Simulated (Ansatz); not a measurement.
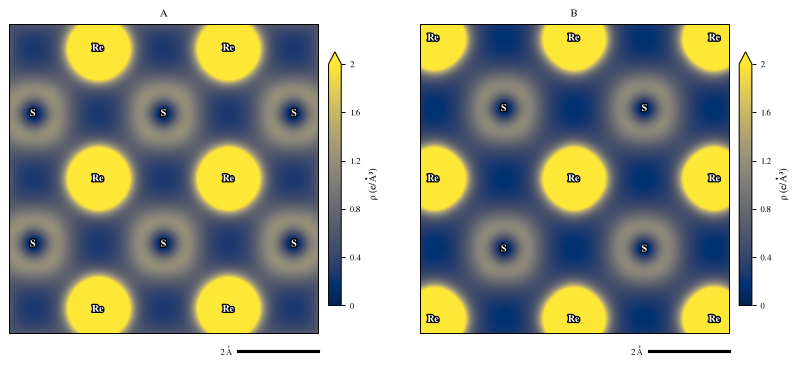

ReS. The valence electron density of two cells that differ in size, on the (110) plane of each (indices in the axes of the calculation cell), at one length scale and on one colour scale: B has 15.3 Å³ an atom and A 12.3.

Space group Fm-3m; started from the rock salt prototype, which need not be the ambient phase; computed without spin polarisation.

Computed with Ansatz, DFT r2SCAN, scalar-relativistic, plane waves, PAW.

Core electrons are frozen (PAW), and the valence fields are smoothed inside the atomic spheres.

The larger cell:

```xyz
2
Lattice="0.0000 2.4842 2.4842 2.4842 0.0000 2.4842 2.4842 2.4842 0.0000" Properties=species:S:1:pos:R:3 pbc="T T T"
Re    0.0000    0.0000    0.0000
S     2.4842    2.4842    2.4842
```

The smaller cell: a = 3.261 Å, b = 3.261 Å, c = 3.261 Å, α = 60.00°, β = 60.00°, γ = 60.00°.

Q: What changes from the larger cell to the smaller?

A: From the larger cell to the smaller, Re–S goes from 2.48 to 2.31 Å, and the density at its midpoint from 0.51 to 0.71 e/Å³; the pressure goes from −8 to 59 GPa.
